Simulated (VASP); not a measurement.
Band structure of HfO2 (fluorite). All values below come from optB86b-vdW, VASP's PBE PAW potentials (set 64) (plane waves; VASP).

Unless said otherwise, spin-orbit coupling is left out, though it shifts the bands of the heavy elements here.

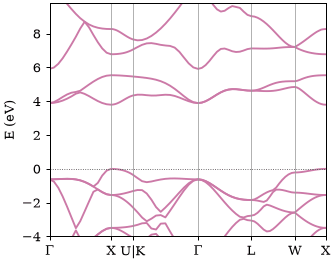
Figure. Bands along high-symmetry lines, zero at the valence-band maximum or, without a gap, the Fermi level

Read the plot: is there a gap, and where are the band edges?

The gap is direct, 3.80 eV, from the valence maximum at X to the conduction minimum at X. (Edges off the drawn lines would not show.)

The compound is HfO2 in the fluorite structure, the high-temperature cubic form, which is unstable at 0 K; the monoclinic form is the stable one. It was relaxed first.
